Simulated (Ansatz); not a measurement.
# C₂H₆Al₂ (SMILES [CH2]1[CH2][AlH][AlH]1): what the fields show

The calculation's input:

```
crystal:
  periodic: [false, false, false]
  atoms:
    - symbol: C
      position_ang: [-1.741306, -0.030662, 0.988047]
    - symbol: C
      position_ang: [-1.835443, -1.246144, 0.008755]
    - symbol: Al
      position_ang: [-1.764315, -0.905421, 2.797801]
    - symbol: Al
      position_ang: [-1.208822, -2.786341, 1.138397]
    - symbol: H
      position_ang: [-2.140449, -0.298784, 4.234287]
    - symbol: H
      position_ang: [-0.626758, -4.216704, 0.704536]
    - symbol: H
      position_ang: [-0.751660, 0.446808, 0.887876]
    - symbol: H
      position_ang: [-2.475628, 0.758140, 0.776621]
    - symbol: H
      position_ang: [-1.342765, -1.068197, -0.956514]
    - symbol: H
      position_ang: [-2.894267, -1.446866, -0.227935]
basis:
  gaussian: {orbitals: def2-TZVPD}
hamiltonian: {xc: pbe0}
output: {forces: true, orbitals: {seedname: orbitals}}
```

Run with:

```sh
ansatz run input.yaml --threads 1 --pin off --max-ram 2610MiB --events-out events.jsonl --progress --plain --runs-dir runs
```

Geometry: B3LYP/6-31G*.

These are results of isolated molecule in a Gaussian basis; Kohn-Sham density functional theory, functional PBE0 (Ansatz), not measurements.

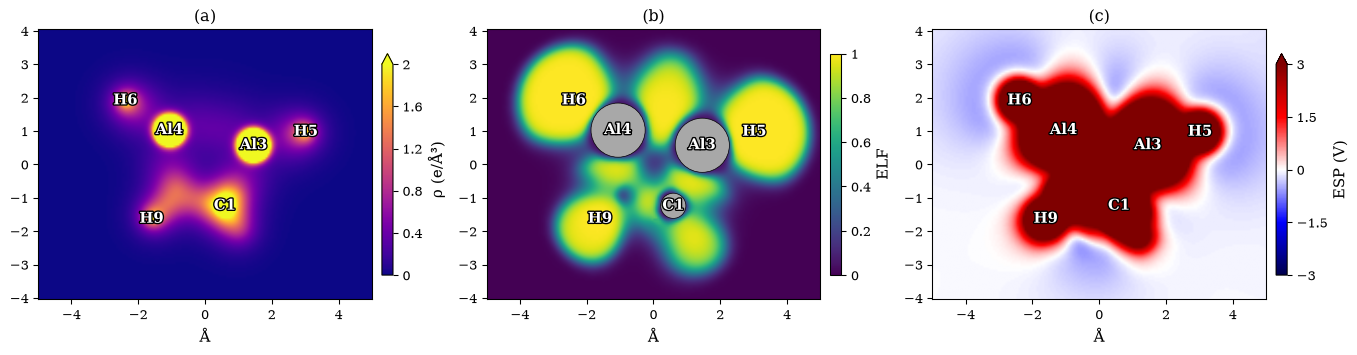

Figure 1. (a) electron density; (b) electron localisation function; (c) molecular electrostatic potential on the plane of atoms C1, Al3 and H5. Grey discs cover the atomic cores in the ELF map.

Question: Interpret the plot.

Answer:
- Atoms in the plane: C, Al and H.
- C–Al (2.01 Å): ρ is about 0.67 e/Å³ halfway; the ELF peaks at about 0.95 between the atoms, as expected for a polar covalent bond.
- Al–Al (2.57 Å): the density is about 0.32 e/Å³ at the midpoint; the ELF peaks at about 0.90 between the atoms; a covalent bond.
- Al–H (1.60 Å): ρ is about 0.54 e/Å³ halfway; the ELF climbs to about 1 towards the hydrogen.
- Outside the dense part of the molecule the potential is most negative (−0.6 V) near C1.

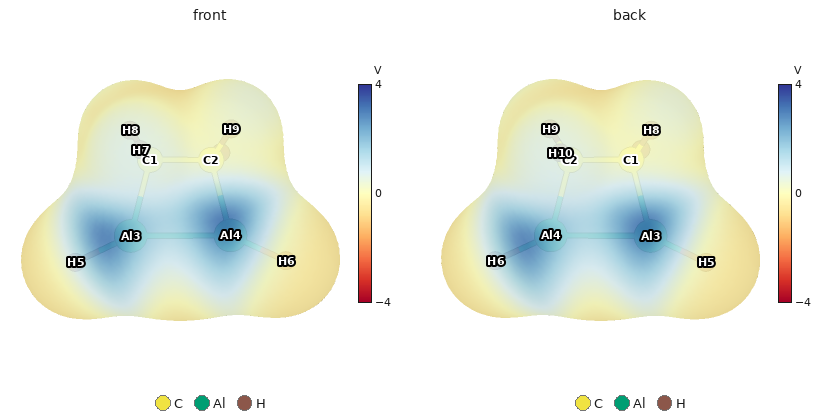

Figure 2. The electrostatic potential painted on the density surface at 0.002 e/bohr³, seen from the front and from behind; the colour scale runs from red (negative) to blue (positive).

Question: Where is the surface potential most negative and most positive?

Answer: The most negative region (about −0.5 V) lies over C1, C2, H5 and H6, the most positive (about +3.0 V) over Al3 and Al4.

Question: How polar is the molecule by this calculation?

Answer: Its dipole moment is 0.11 D.

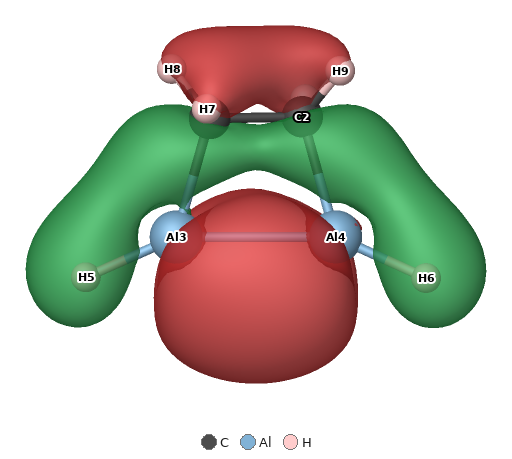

Figure 3. One frontier orbital at ±0.06 Å⁻³ᐟ² (green and red are the two phases), seen across its widest extent.

Question: Which orbital is it: HOMO or LUMO?

Answer: The HOMO, at −6.06 eV. By Hirshfeld shares it lies mainly on Al4 (about 35 %), Al3 (about 35 %), C2 (about 10 %) and C1 (about 10 %).
